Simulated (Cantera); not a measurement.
Input: 1 mol Pb, 1.5 mol N2, at 0.0240 bar.

These are equilibrium values from Cantera (NASA tables, ideal gas, pure condensed phases), not measurements of a reactor. Candidate condensed phases: Pb; 4 gas species. Equilibrium is a limit: real reactors are often held back by kinetics, nucleation or transport.

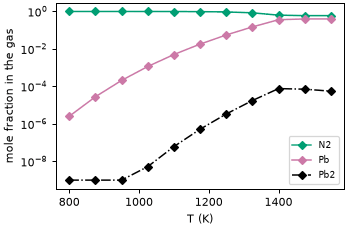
Figure. Equilibrium gas composition (values under 1e-9 drawn at 1e-9)

Question: Read off the mole fractions at 1475 K.

Answer: N2 about 0.60, Pb about 0.40, Pb2 about 7.1e-5.
